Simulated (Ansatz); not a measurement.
Start from MgS in the rock salt structure (space group Fm-3m, No. 225; a = 5.203 Å). Axes: x, y, z lie along the cube axes.

Modification: tensor shear ε_xy = +1.43 % (engineering shear γ = 0.0286); the atoms relax in the strained cell.

Level of theory: plane-wave PAW DFT at the r2SCAN level (Ansatz, an electronic-structure program, 500 eV), without spin-orbit coupling.

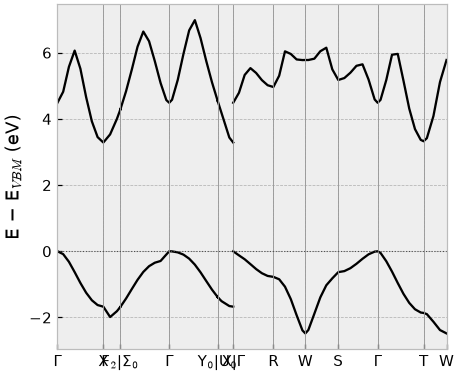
Highest valence and lowest conduction band along the path of the changed cell's own zone

From the figure, how large is the changed gap, and is it direct?

About 3.3 eV, indirect, Γ → X.

Stability against distortions was not tested. k-point labels follow each cell's own Brillouin zone.
